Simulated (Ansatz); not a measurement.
Nudged elastic band of C2H7Ga

The run: nudged elastic band of C2H7Ga. Method and program: RKS PBE0-D4/def2-SVP (Ansatz 0.2.0).

Figures and captions count atoms from 1; the log counts them from 0 in places.

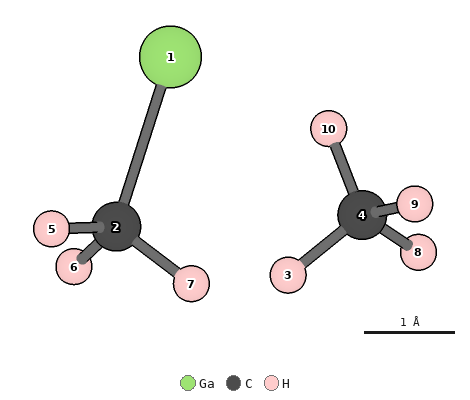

*The starting structure (ball-and-stick view, seen at a tilt; atoms are numbered from 1 in the order of the input). Sticks mark near contacts.*

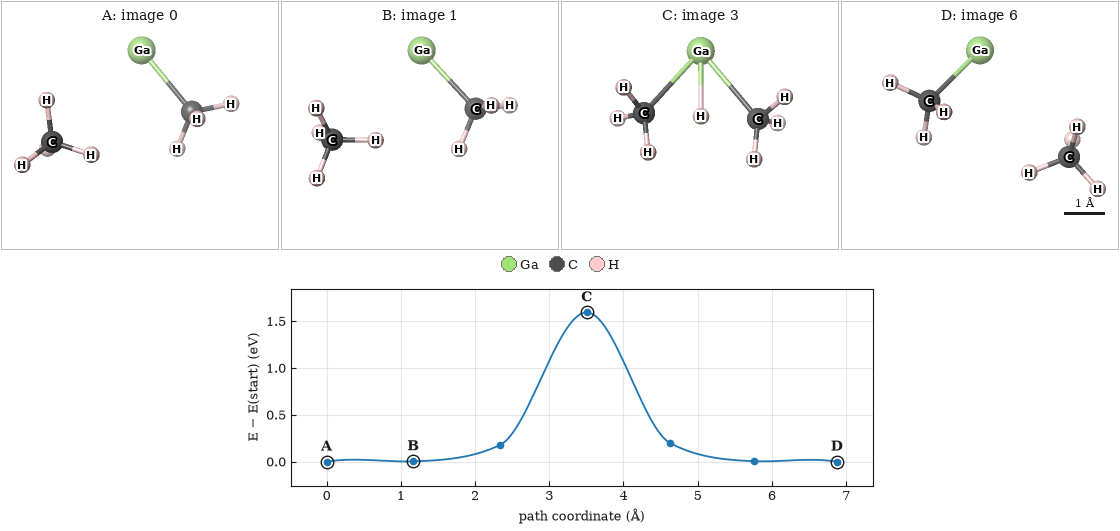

*Images of the last band (counted from 0; ball-and-stick, seen at a tilt) above the energy along the path; the line is a cubic interpolation that uses the forces.*

The highest image is number 3, 1.593 eV above the start and 1.593 eV above the end (the climbing image); start and end have the same energy. The path is 6.87 Å long. The band converged in 16 iterations. The end points carry forces over 0.1 eV/Å, so they aren't fully relaxed minima and the barriers are approximate.

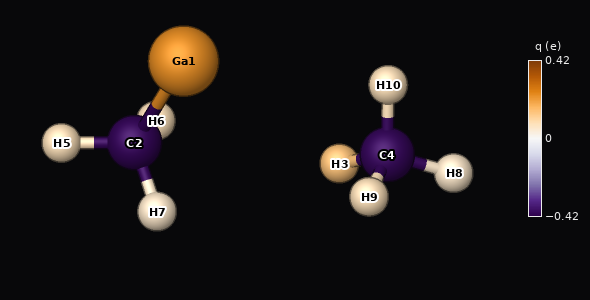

*Mulliken charges, as the colour of each atom (ball-and-stick view, seen at a tilt; atoms are numbered from 1 in the order of the input).*

By element: Ga +0.23, C −0.40 and H +0.06 to +0.14 e.

The input and output of the run follow.

Input file:
```yaml
crystal:
  periodic: [false, false, false]
  atoms:
    - {symbol: Ga, position_ang: [0.674008, 1.179489, 1.668966]}
    - {symbol: C, position_ang: [0.588139, 1.825716, -0.260549]}
    - {symbol: H, position_ang: [-0.119568, -1.201929, -0.698871]}
    - {symbol: C, position_ang: [-0.594539, -1.770999, 0.099811]}
    - {symbol: H, position_ang: [0.842992, 2.890019, -0.329731]}
    - {symbol: H, position_ang: [1.290593, 1.274990, -0.897506]}
    - {symbol: H, position_ang: [-0.415368, 1.695749, -0.682474]}
    - {symbol: H, position_ang: [-0.884706, -2.751457, -0.276972]}
    - {symbol: H, position_ang: [-1.482651, -1.242474, 0.447168]}
    - {symbol: H, position_ang: [0.101003, -1.899004, 0.930257]}
basis:
  gaussian: {orbitals: def2-SVP}
hamiltonian: {xc: pbe0, dispersion: d4}
neb:
  images: 5
  climbing: true
  max_iterations: 40
  initial_path: idpp
  final_atoms:
    - {symbol: Ga, position_ang: [0.371758, -0.240563, 2.097488]}
    - {symbol: C, position_ang: [0.368260, 1.549657, -0.991248]}
    - {symbol: H, position_ang: [-0.283427, 0.687760, -1.132539]}
    - {symbol: C, position_ang: [-0.436207, -1.669415, 0.891576]}
    - {symbol: H, position_ang: [0.039537, 2.126742, -0.126128]}
    - {symbol: H, position_ang: [1.393487, 1.212898, -0.834933]}
    - {symbol: H, position_ang: [0.329748, 2.181667, -1.878205]}
    - {symbol: H, position_ang: [0.216548, -1.889687, 0.038690]}
    - {symbol: H, position_ang: [-1.408095, -1.353695, 0.493866]}
    - {symbol: H, position_ang: [-0.591709, -2.605263, 1.441534]}
```

Command:
```bash
ansatz run in.yaml --threads 4 --pin off --events-out ev --progress --plain --max-ram 9574MiB
```

The program's output:
```
Functional definition: PBE0
  name "PBE0"
  cite "Adamo & Barone, J. Chem. Phys. 110, 6158 (1999) doi:10.1063/1.478522"
  cite "Perdew, Burke & Ernzerhof, Phys. Rev. Lett. 77, 3865 (1996) doi:10.1103/PhysRevLett.77.3865"
  parent pbe
  parameter a = 0.25
  parameter kappa = 0.804
  parameter beta = 0.06672455060314922
  exchange = (1 - a)*pbe_x(kappa = kappa, mu = beta*pi^2/3) + a*exact_x
  correlation = pbe_c(beta = beta)
1043 factors; integrals over basis functions are off by at most 3.8e-4 eV
mean field evaluation 1: about -54538.4391 eV, gradient 6.1e1 eV
mean field evaluation 2: about -54532.6292 eV, gradient 7.2e1 eV
mean field evaluation 4: about -54547.6460 eV, gradient 3.7e0 eV
mean field evaluation 8: about -54547.6848 eV, gradient 5.1e-2 eV
mean field evaluation 16: about -54547.6848 eV, gradient 8.4e-6 eV
mean field -54547.68484168 eV, -2004.5904441829 hartree, gradient 8.4e-6 eV, S^2 0.000000; 0 other end points of the search recorded, 0 dependent functions left out
the calculation of the forces begins
reference -54547.68486964 eV, -2004.5904452106 hartree; 25, 25 occupied and 70, 70 virtual orbitals, 1043 factors
1043 factors; integrals over basis functions are off by at most 1.1e-3 eV
mean field evaluation 32: about -54547.6848 eV, gradient 7.8e-6 eV
mean field -54547.68478686 eV, -2004.5904421685 hartree, gradient 7.8e-6 eV, S^2 0.000000; 0 other end points of the search recorded, 0 dependent functions left out
[... from here on the field's lines of each further geometry are left out, up to the last ...]
WARN: NEB end point (image 0): max|allowed force component| = 2.800e-1 eV/Å (the criterion of neb.relax_end_points is 1.000e-2). That is over neb.f_tol: it is no minimum, so the barrier can be far off. Relax it first
WARN: NEB end point (image 6): max|allowed force component| = 2.762e-1 eV/Å (the criterion of neb.relax_end_points is 1.000e-2). That is over neb.f_tol: it is no minimum, so the barrier can be far off. Relax it first
NEB iter   1: max|band force component| = 3.440e0 eV/Å  barrier→ = 5.8389 eV  barrier← = 5.8387 eV  Δτ_max = 0.2000 Å  (193 SCF iters)
NEB iter   2: max|band force component| = 3.759e0 eV/Å  barrier→ = 4.7618 eV  barrier← = 4.7617 eV  Δτ_max = 0.1977 Å  (148 SCF iters)
NEB iter   3: max|band force component| = 4.817e0 eV/Å  barrier→ = 3.9191 eV  barrier← = 3.9190 eV  Δτ_max = 0.0980 Å  (151 SCF iters)
NEB iter   4: max|band force component| = 2.569e0 eV/Å  barrier→ = 3.5289 eV  barrier← = 3.5287 eV  Δτ_max = 0.1797 Å  (143 SCF iters)
NEB iter   5: max|band force component| = 2.108e0 eV/Å  barrier→ = 2.8023 eV  barrier← = 2.8021 eV  Δτ_max = 0.1976 Å  (144 SCF iters)
NEB iter   6: max|band force component| = 1.461e0 eV/Å  barrier→ = 2.2996 eV  barrier← = 2.2994 eV  Δτ_max = 0.1968 Å  (140 SCF iters)
NEB iter   7: max|band force component| = 7.380e-1 eV/Å  barrier→ = 1.7667 eV  barrier← = 1.7666 eV  Δτ_max = 0.2000 Å  (131 SCF iters)
NEB iter   8: max|band force component| = 8.975e-1 eV/Å  barrier→ = 1.6900 eV  barrier← = 1.6898 eV  Δτ_max = 0.0954 Å  (137 SCF iters)
NEB iter   9: max|band force component| = 4.429e-1 eV/Å  barrier→ = 1.6039 eV  barrier← = 1.6037 eV  CI = image 3  Δτ_max = 0.0762 Å  (130 SCF iters)
NEB iter  10: max|band force component| = 9.302e-2 eV/Å  barrier→ = 1.6105 eV  barrier← = 1.6104 eV  CI = image 3  Δτ_max = 0.0535 Å  (131 SCF iters)
NEB iter  11: max|band force component| = 6.676e-2 eV/Å  barrier→ = 1.6066 eV  barrier← = 1.6065 eV  CI = image 3  Δτ_max = 0.0590 Å  (127 SCF iters)
NEB iter  12: max|band force component| = 5.979e-2 eV/Å  barrier→ = 1.6022 eV  barrier← = 1.6021 eV  CI = image 3  Δτ_max = 0.0923 Å  (128 SCF iters)
NEB iter  13: max|band force component| = 6.453e-2 eV/Å  barrier→ = 1.5976 eV  barrier← = 1.5975 eV  CI = image 3  Δτ_max = 0.0463 Å  (125 SCF iters)
NEB iter  14: max|band force component| = 6.244e-2 eV/Å  barrier→ = 1.5955 eV  barrier← = 1.5953 eV  CI = image 3  Δτ_max = 0.0467 Å  (124 SCF iters)
NEB iter  15: max|band force component| = 4.379e-2 eV/Å  barrier→ = 1.5942 eV  barrier← = 1.5941 eV  CI = image 3  Δτ_max = 0.0278 Å  (127 SCF iters)
the calculation of the forces begins
reference -54547.68726675 eV, -2004.5905333026 hartree; 25, 25 occupied and 70, 70 virtual orbitals, 1043 factors
these checks for a lower state are left out or cut short: stability, starts, cluster_reference, orbital_swaps, neighbouring_geometries, increment
1043 factors; integrals over basis functions are off by at most 1.1e-3 eV
mean field evaluation 864: about -54547.6890 eV, gradient 1.8e-3 eV
mean field -54547.68897572 eV, -2004.5905961060 hartree, gradient 1.5e-6 eV, S^2 0.000000; 0 other end points of the search recorded, 0 dependent functions left out
the calculation of the forces begins
reference -54547.68900358 eV, -2004.5905971302 hartree; 25, 25 occupied and 70, 70 virtual orbitals, 1043 factors
NEB iter  16: max|band force component| = 3.585e-2 eV/Å  barrier→ = 1.5935 eV  barrier← = 1.5933 eV  CI = image 3  CI's point: of a kind that is not told: the force calls were inconclusive, a negative curvature could not be distinguished from the path's own, the only one lies far off the path, or fixed occupations may fill a level only in part  Δτ_max = 0.0000 Å  (812 SCF iters)
Total energy: -54546.21981138 eV, -2004.5366053125 hartree
Atom 0 at     0.970722     0.761090     1.211539 Å, force    -0.003068    -0.001750    -0.006501 eV/Å
Atom 1 at     0.296862     1.031334    -0.979896 Å, force     0.016914    -0.014607    -0.005569 eV/Å
Atom 2 at    -0.038246    -0.036217    -0.054601 Å, force     0.006461     0.008194     0.011472 eV/Å
Atom 3 at    -0.369218    -1.090150     0.887827 Å, force    -0.018513     0.022610    -0.000851 eV/Å
Atom 4 at    -0.081726     2.063879    -0.902965 Å, force    -0.007153     0.000834     0.004140 eV/Å
Atom 5 at     1.290343     1.070705    -1.457831 Å, force    -0.004423     0.002750     0.000062 eV/Å
Atom 6 at    -0.373350     0.496950    -1.678982 Å, force    -0.000159     0.001341    -0.002525 eV/Å
Atom 7 at    -0.923271    -1.534689     0.039993 Å, force     0.000542    -0.002978     0.000041 eV/Å
Atom 8 at    -1.105936    -0.903628     1.687557 Å, force     0.003606    -0.010458     0.002112 eV/Å
Atom 9 at     0.333722    -1.859175     1.247459 Å, force     0.005793    -0.005936    -0.002381 eV/Å
Dipole moment:    -0.048984    -0.038420    -0.061000 e Å
```

The last band as extended XYZ (Å, eV, eV/Å):
```
10
Properties=species:S:1:pos:R:3:forces:R:3 image=0 energy=-54547.81324
Ga    0.6740    1.1795    1.6690    0.0026  -0.0074   0.0293
C     0.5881    1.8257   -0.2605    0.0116  -0.0914   0.2737
H    -0.1196   -1.2019   -0.6989    0.1295   0.1539  -0.2187
C    -0.5945   -1.7710    0.0998    0.0021   0.0061   0.0046
H     0.8430    2.8900   -0.3297    0.0667   0.2800  -0.0186
H     1.2906    1.2750   -0.8975    0.1837  -0.1468  -0.1691
H    -0.4154    1.6957   -0.6825   -0.2644  -0.0358  -0.1126
H    -0.8847   -2.7515   -0.2770   -0.0789  -0.2678  -0.1025
H    -1.4827   -1.2425    0.4472   -0.2403   0.1421   0.0922
H     0.1010   -1.8990    0.9303    0.1873  -0.0330   0.2216
10
Properties=species:S:1:pos:R:3:forces:R:3 image=1 energy=-54547.80953
Ga    0.6591    1.3342    1.4362   -0.0031   0.0118  -0.0060
C     0.6353    1.7661   -0.5606   -0.0054   0.0027   0.0090
H    -0.1414   -0.9741   -0.2151    0.0012  -0.0077  -0.0050
C    -0.6396   -1.7363    0.3994   -0.0080  -0.0045  -0.0011
H     0.5685    2.8587   -0.7129    0.0141   0.0132  -0.0064
H     1.5601    1.4199   -1.0575    0.0016  -0.0004  -0.0017
H    -0.2180    1.3069   -1.0907   -0.0025   0.0143   0.0080
H    -1.1455   -2.4477   -0.2668   -0.0036  -0.0205   0.0112
H    -1.3817   -1.2627    1.0570    0.0047   0.0007  -0.0078
H     0.1031   -2.2650    1.0110    0.0011  -0.0096  -0.0001
10
Properties=species:S:1:pos:R:3:forces:R:3 image=2 energy=-54547.63647
Ga    0.8854    1.1003    1.2238    0.0434   0.1578  -0.0677
C     0.5500    1.4251   -0.7919    0.0503   0.1210   0.0388
H    -0.1820   -0.5556    0.1149   -0.0847  -0.2198   0.1026
C    -0.5961   -1.4321    0.6383   -0.0295  -0.0880  -0.0534
H     0.1334    2.4445   -0.8798    0.0551   0.0840  -0.0768
H     1.5363    1.4275   -1.2908    0.0320   0.0812  -0.0552
H    -0.1052    0.7570   -1.3773    0.0357   0.0500   0.0979
H    -1.0977   -2.0167   -0.1429   -0.0826  -0.1671   0.0430
H    -1.3240   -1.1232    1.4005   -0.0045  -0.0063  -0.0121
H     0.1998   -2.0268    1.1053   -0.0151  -0.0129  -0.0170
10
Properties=species:S:1:pos:R:3:forces:R:3 image=3 energy=-54546.21979
Ga    0.9707    0.7611    1.2115   -0.0031  -0.0018  -0.0065
C     0.2969    1.0313   -0.9799    0.0169  -0.0146  -0.0056
H    -0.0382   -0.0362   -0.0546    0.0065   0.0082   0.0115
C    -0.3692   -1.0901    0.8878   -0.0185   0.0226  -0.0009
H    -0.0817    2.0639   -0.9030   -0.0072   0.0008   0.0041
H     1.2903    1.0707   -1.4578   -0.0044   0.0027   0.0001
H    -0.3734    0.4970   -1.6790   -0.0002   0.0013  -0.0025
H    -0.9233   -1.5347    0.0400    0.0005  -0.0030   0.0000
H    -1.1059   -0.9036    1.6876    0.0036  -0.0105   0.0021
H     0.3337   -1.8592    1.2475    0.0058  -0.0059  -0.0024
10
Properties=species:S:1:pos:R:3:forces:R:3 image=4 energy=-54547.61616
Ga    1.1892    0.5217    1.3352    0.0096  -0.1378   0.1452
C     0.0270    0.9607   -1.3548   -0.0561   0.0139  -0.1090
H    -0.0913    0.3025   -0.4797   -0.0037   0.1563  -0.1973
C    -0.1322   -1.0741    1.3160    0.0617  -0.0142   0.1161
H    -0.2068    2.0035   -1.1046   -0.0201  -0.0055  -0.0172
H     1.0463    0.8957   -1.7588   -0.0149  -0.0055  -0.0073
H    -0.6914    0.5750   -2.0883   -0.0326   0.0940  -0.1913
H    -0.6500   -1.3874    0.3927    0.1067   0.0561   0.0451
H    -0.9186   -0.8461    2.0588   -0.0134  -0.0716   0.0917
H     0.4279   -1.9513    1.6836   -0.0372  -0.0857   0.1240
10
Properties=species:S:1:pos:R:3:forces:R:3 image=5 energy=-54547.80778
Ga    1.5488    0.3846    1.3150    0.0024  -0.0144   0.0067
C    -0.2757    0.9720   -1.5857   -0.0008  -0.0020  -0.0061
H    -0.5460    0.3788   -0.7017   -0.0132   0.0018  -0.0053
C     0.1623   -1.0890    1.6033    0.0132   0.0019  -0.0042
H    -0.3656    2.0418   -1.3563   -0.0026   0.0074  -0.0089
H     0.7575    0.7490   -1.8861   -0.0068   0.0007   0.0017
H    -0.9581    0.7093   -2.4049   -0.0007   0.0183  -0.0186
H    -0.1567   -1.5728    0.6630    0.0158  -0.0059   0.0093
H    -0.7445   -0.6952    2.0980   -0.0020  -0.0017   0.0023
H     0.5779   -1.8784    2.2554   -0.0053  -0.0061   0.0232
10
Properties=species:S:1:pos:R:3:forces:R:3 image=6 energy=-54547.81307
Ga    1.6052    0.7174    1.2264    0.0185   0.0235  -0.0043
C    -0.5283    0.7515   -1.6358    0.0046  -0.0003   0.0062
H    -1.0065    0.1039   -0.9012   -0.1305  -0.1751   0.1978
C     0.4305   -0.8851    1.6743    0.1662   0.2265  -0.0638
H    -0.3332    1.7309   -1.1973    0.0513   0.2616   0.1184
H     0.4119    0.3056   -1.9614    0.2518  -0.1207  -0.0887
H    -1.1861    0.8698   -2.4965   -0.1784   0.0325  -0.2335
H     0.4474   -1.6311    0.8710    0.0028  -0.1966  -0.2127
H    -0.6130   -0.5851    1.8279   -0.2762   0.0786   0.0385
H     0.7719   -1.3777    2.5926    0.0900  -0.1299   0.2421
```

Key numbers:

```json
{"quantity": "outcome", "value": "converged"}
{"quantity": "barrier, forward", "value": "1.593 eV"}
{"quantity": "barrier, backward", "value": "1.593 eV"}
{"quantity": "dipole moment (one image of the band)", "value": "0.42 D"}
{"quantity": "hardware", "value": "4 threads of Arm Neoverse N1, 23 GiB of memory available, shared host"}
{"quantity": "wall time", "value": "3.3 min (CPU time 12 min)"}
{"quantity": "peak memory", "value": "0.44 GiB"}
```
